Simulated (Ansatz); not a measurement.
CH$_{6}$BNO (SMILES NCBO)

```yaml
atoms:
  - { symbol: N, position_ang: [-1.4140, -0.2500, -0.6238] }
  - { symbol: C, position_ang: [-0.2697, -0.8401, 0.1082] }
  - { symbol: B, position_ang: [0.6930, 0.3376, 0.4843] }
  - { symbol: O, position_ang: [1.8354, 0.5176, -0.2261] }
  - { symbol: H, position_ang: [-1.0905, 0.2343, -1.4532] }
  - { symbol: H, position_ang: [-1.8886, 0.4370, -0.0489] }
  - { symbol: H, position_ang: [0.1991, -1.5872, -0.5381] }
  - { symbol: H, position_ang: [-0.6660, -1.3750, 0.9755] }
  - { symbol: H, position_ang: [0.3783, 1.1541, 1.3167] }
  - { symbol: H, position_ang: [2.3062, 1.3207, 0.0083] }
```

Geometry: PBE0-D4/def2-TZVP.

All numbers below come from RKS PBE0-D4/def2-TZVPP in Ansatz 0.2.0.

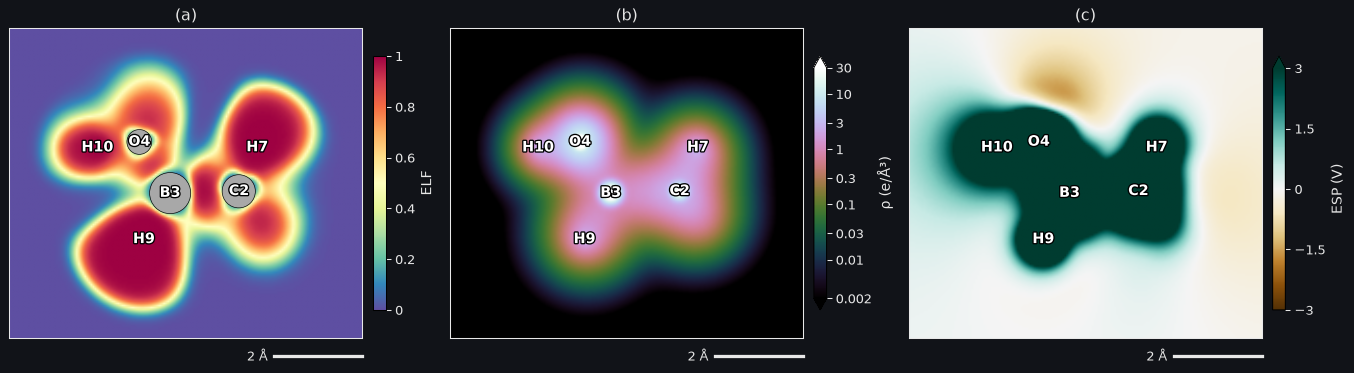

Figure 1. (a) ELF; (b) total electron density; (c) molecular electrostatic potential on the plane of atoms O4, B3 and H9. Grey discs cover the atomic cores in the ELF map.

### What does the map show?

The section cuts through C, B, O and H sites.
B–O (1.36 Å): ρ at the midpoint is about 2.1 e/Å³; the ELF peaks at about 0.90 between the atoms (a short, strongly polar bond).
C–B (1.57 Å): the density is about 1.5 e/Å³ at the midpoint; the ELF peaks at about 1 between the atoms (a shared electron pair).
O–H (0.96 Å): ρ at the midpoint is about 3.8 e/Å³; the ELF climbs to about 1 towards the hydrogen, as it does in any bond to H (a covalent bond by its length).
C–H (1.09 Å): ρ is about 2 e/Å³ halfway; the ELF climbs to about 1 towards the hydrogen (an ordinary covalent bond to hydrogen).
B–H (1.21 Å): ρ at the midpoint is about 1.2 e/Å³; the ELF climbs to about 1 towards the hydrogen (an ordinary covalent bond to hydrogen).
The ELF also peaks beside O4, away from the bonds: lone-pair regions.
Outside the dense part of the molecule the potential is most negative (−1.6 V) near O4.

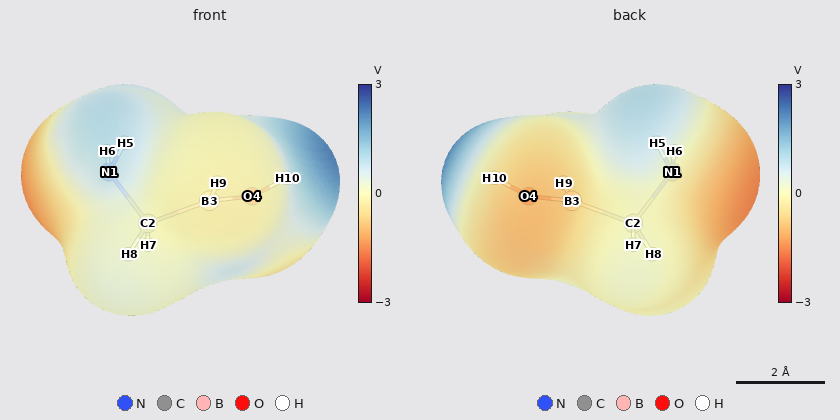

Figure 2. The electrostatic potential painted on the density surface at 0.001 e/bohr³, seen from the front and from behind; the colour scale runs from red (negative) to blue (positive).

### Describe the electrostatic potential map.

The most negative region (about −1.5 V) lies over N1, the most positive (about +2.1 V) over H10. N1 is the likeliest acceptor of a hydrogen bond.

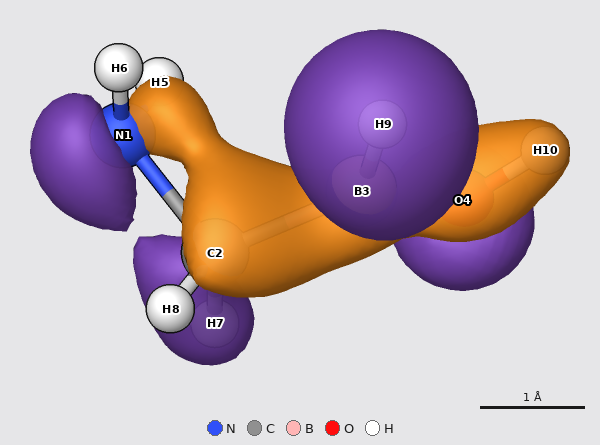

Figure 3. The HOMO−1 at ±0.15 Å⁻³ᐟ² (orange and purple are the two phases), seen across its widest extent.

### Where does this orbital lie, and at what energy?

Its weight (Hirshfeld) is mainly on H9 (about 25 %), O4 (about 25 %), B3 (about 20 %), C2 (about 10 %) and N1 (about 10 %). Its energy is −9.03 eV.
